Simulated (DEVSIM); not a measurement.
Structure: double heterostructure, GaAs between p- and n-type Al0.2Ga0.8As, at 400 K.

```tsv
layer (left to right)	material	thickness (μm)	Nd (cm⁻³)	Na (cm⁻³)	τn (s)	τp (s)
1	Al0.2Ga0.8As	0.340	2.6e17	-	1.3e-8	1.3e-8
2	GaAs	0.270	-	4e14	1.3e-8	1.3e-8
3	Al0.2Ga0.8As	0.250	-	3.1e16	1.3e-8	1.3e-8
```

Left contact: ohmic. Right contact: ohmic. Voltage is applied to the left contact. Recombination: SRH at mid-gap, radiative, Auger. Mobility is μmin + (μ − μmin)/(1 + (N/Nref)^α).

The device is made up for the run: typed textbook-type constants, with dimensions and the other settings drawn at random. Values at 300 K; Nc and Nv go as T^1.5, mobilities as T to minus their exponent, the gap by Varshni's rule with the affinity fixed.

```csv
parameter,Al0.2Ga0.8As,GaAs
gap (eV),1.6734,1.424
affinity (eV),3.912,4.07
permittivity,12.33,12.9
Nc (cm⁻³),6.04e17,4.7e17
Nv (cm⁻³),9e18,9e18
μn (cm²/Vs),4980,8500
μp (cm²/Vs),250,400
"μn,min",500,500
"μp,min",20,20
"Nref,n",6e16,6e16
"Nref,p",1.5e17,1.5e17
αn,0.39,0.39
αp,0.38,0.38
T exponent of μn,2.1,2.1
T exponent of μp,2.2,2.2
B (cm³/s),2e-10,2e-10
Cn (cm⁶/s),1e-30,1e-30
Cp (cm⁶/s),1e-30,1e-30
Varshni α (eV/K),0.000541,0.000541
Varshni β (K),204,204
```

Simulated with DEVSIM: 1D drift-diffusion, Boltzmann statistics, complete ionisation; no tunnelling, impact ionisation, image-force lowering or self-heating. Band offsets follow the typed affinities; no thermionic-emission limit at abrupt steps, no polarisation charge.

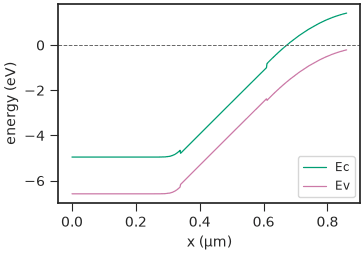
Band edges at 5.0 V on the left contact

Energies count from the Fermi level of the right contact; mesh points crowd at the junctions.

```
x (μm)    Ec (eV)  Ev (eV)  n (cm⁻³)  p (cm⁻³)  field (V/cm)
--------  -------  -------  --------  --------  ------------
0.000      -4.956   -6.583    2.6e17     < 1e2           ≈ 0
0.007363   -4.956   -6.583    2.6e17     < 1e2           ≈ 0
0.02450    -4.956   -6.583    2.6e17     < 1e2           ≈ 0
0.06834    -4.956   -6.583    2.6e17     < 1e2           ≈ 0
0.2175     -4.956   -6.583    2.6e17     < 1e2           ≈ 0
0.2917     -4.948   -6.575    2.1e17     < 1e2          8300
0.3236     -4.825   -6.452    5.8e15     < 1e2         86000
0.3384     -4.655   -6.282    4.2e13     < 1e2        140000
0.3440     -4.734   -6.111    3.2e14     < 1e2        140000
0.3572     -4.546   -5.924    1.4e12       120        140000
0.3878     -4.114   -5.491   4900000     20000        140000
0.5000     -2.532   -3.909      5200    130000        140000
0.5685     -1.570   -2.947      2100    190000        140000
0.5954     -1.192   -2.569       940    230000        140000
0.6090     -1.002   -2.379       340   4400000        140000
0.6151     -0.754   -2.381       380    470000        140000
0.6290     -0.559   -2.185       400    490000        140000
0.6642     -0.102   -1.729       330    560000        120000
0.7737      0.960   -0.667     < 1e2    5.5e10         72000
0.8265      1.277   -0.349     < 1e2    5.5e14         48000
0.8494      1.376   -0.250     < 1e2    9.7e15         39000
0.8600      1.416   -0.210     < 1e2    3.1e16         37000
```
